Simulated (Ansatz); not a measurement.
AlH₇NP

```
atom    x (Å)    y (Å)    z (Å)
  Al  -0.5598  -0.0607  -1.0914
   N   0.5100   1.2911  -0.2702
   H   0.2124  -0.8402  -2.2404
   H  -2.1044   0.3106  -1.1170
   H   0.5738   0.3119   0.8662
   P  -0.0570  -1.1649   1.0753
   H   0.0714   2.1675  -0.0139
   H   1.4169   1.5020  -0.6693
   H   0.8680  -2.2018   1.2936
   H  -0.9313  -1.3155   2.1671
```

A transition-state structure; geometry: PBE0-D4/def2-TZVP.

These are results of Ansatz, RKS PBE0-D4/def2-TZVPP, not measurements.

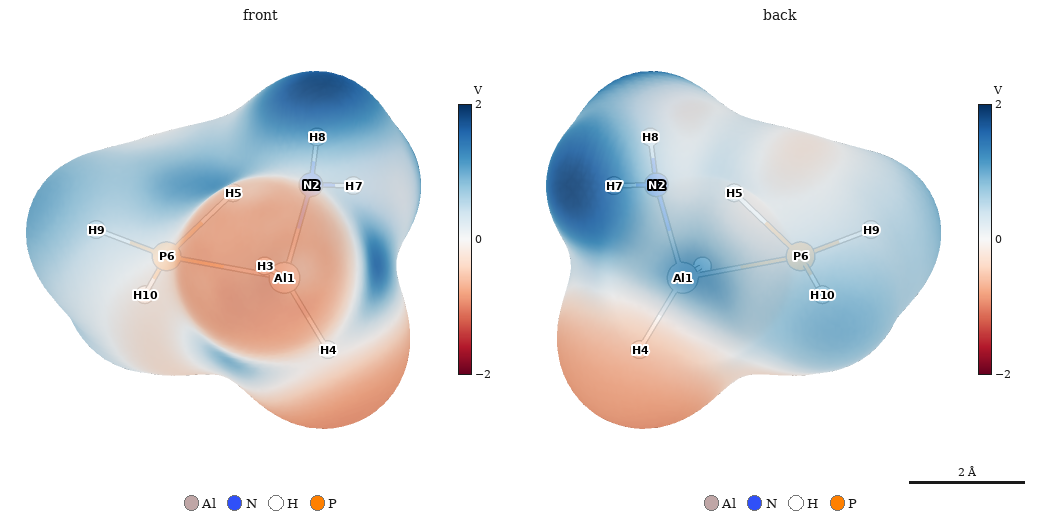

Figure 1. The electrostatic potential painted on the density surface at 0.002 e/bohr³, seen from the front and from behind; red is negative and blue positive.

Q: Which sites attract a positive test charge, and which a negative one?

A: A positive charge is drawn to the negative regions and a negative charge to the positive ones. The most negative region (about −0.9 V) lies over H3 and H4, the most positive (about +1.8 V) over H7 and H8.

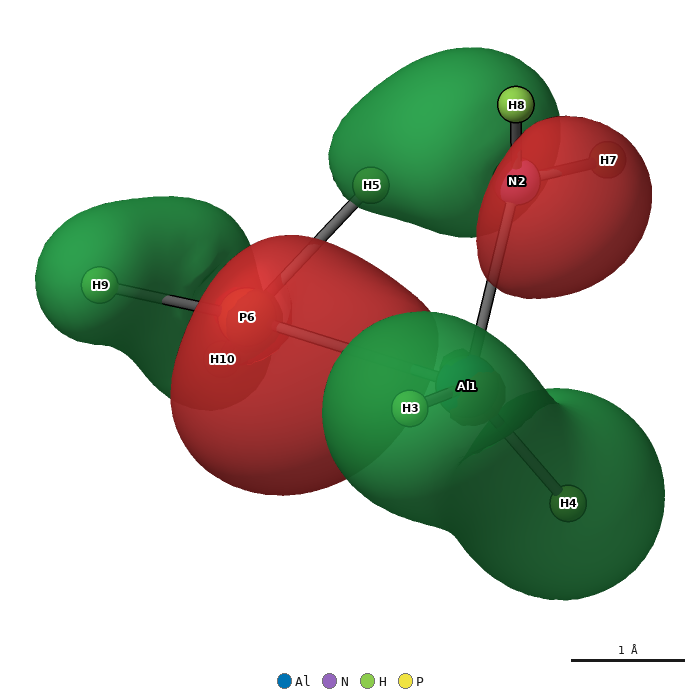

Figure 2. The HOMO−1 at ±0.1 Å⁻³ᐟ² (green and red are the two phases), seen at a tilt.

Q: Where does this orbital lie, and at what energy?

A: By Hirshfeld shares it lies mainly on P6 (about 30 %), N2 (about 20 %), Al1 (about 20 %), H3 (about 10 %) and H4 (about 10 %). Its energy is −7.91 eV.

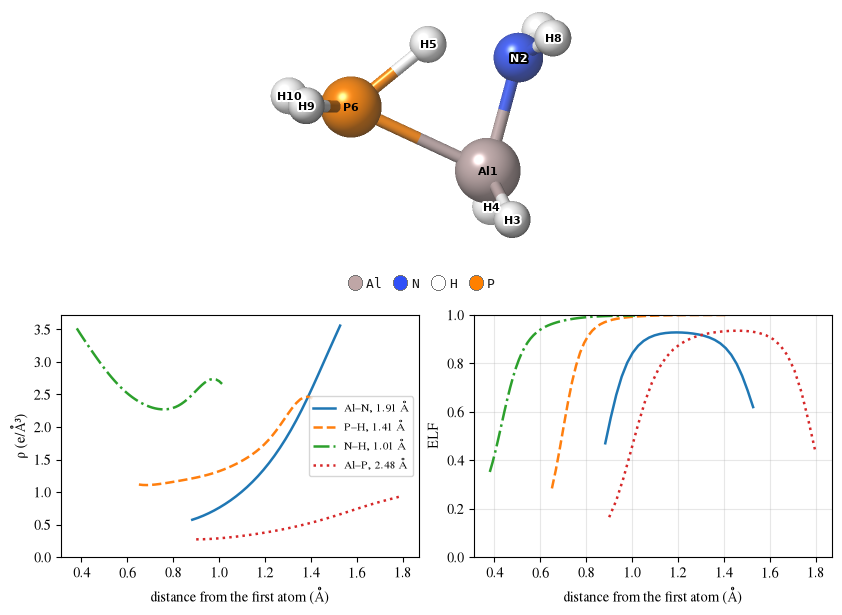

Figure 3. Total electron density and electron localisation function along straight lines between neighbouring atoms. The curves leave out the atomic cores. The structure is drawn too.

Q: Compare the contacts.

A: Al–N (1.91 Å): ρ is about 0.67 e/Å³ halfway; the ELF peaks at about 0.95 in the valence shell of N, 0.7 Å from its nucleus, and is about 0.75 at the midpoint.
P–H (1.41 Å): the density is about 1.1 e/Å³ at the midpoint; the ELF climbs to about 1 towards the hydrogen, as it does in any bond to H.
N–H (1.01 Å): the density is about 2.9 e/Å³ at the midpoint; the ELF climbs to about 1 towards the hydrogen: an ordinary covalent bond to hydrogen.
Al–P (2.48 Å): the density is about 0.4 e/Å³ at the midpoint; the ELF peaks at about 0.95 between the atoms (a shared electron pair).
